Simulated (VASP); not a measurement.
Band structure of YBRh3 (space group Pm-3m). Level of theory: PBEsol GGA, VASP's PBE PAW potentials (set 64) (plane waves; VASP).

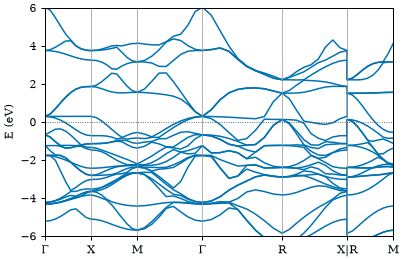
Figure. Bands along high-symmetry lines, zero at the valence-band maximum or, without a gap, the Fermi level

Q: Read the plot: is there a gap, and where are the band edges?

A: It has no gap at this level: it comes out as a metal or semimetal.

The structure comes from a computed database's YBRh3 entry (Pm-3m); how it stands against other phases isn't given here. The cell was not relaxed at this level. The electron count is odd and the run is not spin-polarised, which forces a metal.
